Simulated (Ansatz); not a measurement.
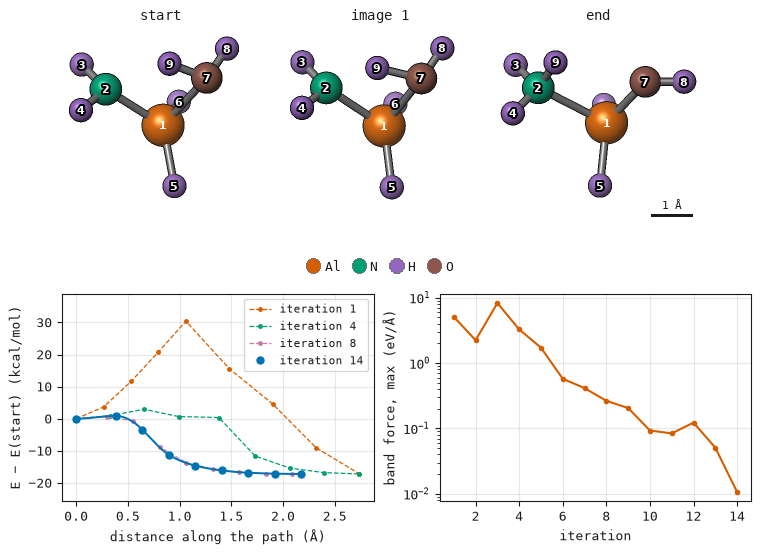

A nudged-elastic-band calculation for AlNH6O. Images are numbered from 0 (start) to 8 (end). The plot follows the band through its iterations. Style: ball-and-stick. Shown at a tilt.

Theory: RKS PBE0-D4/cc-pVDZ in Ansatz. Run with 7 movable images; climbing image; force threshold 0.05 eV/Å; iteration limit 60; starting path through a guess of the saddle point.

### Did the band converge, and can the barrier be trusted?

The result is final at these settings. The band converged in 14 iterations. The largest component of the band force went from 5.1 to 0.011 eV/Å. The climbing image converged on the top of the path. Its vibrational analysis gives one imaginary mode (660i cm⁻¹), as a transition state must have. The first iteration put the highest image at 30.4 kcal/mol. Forward barrier 0.9 kcal/mol, backward barrier 18.1 kcal/mol, with image 1 at the top; the reaction energy is −17.2 kcal/mol.
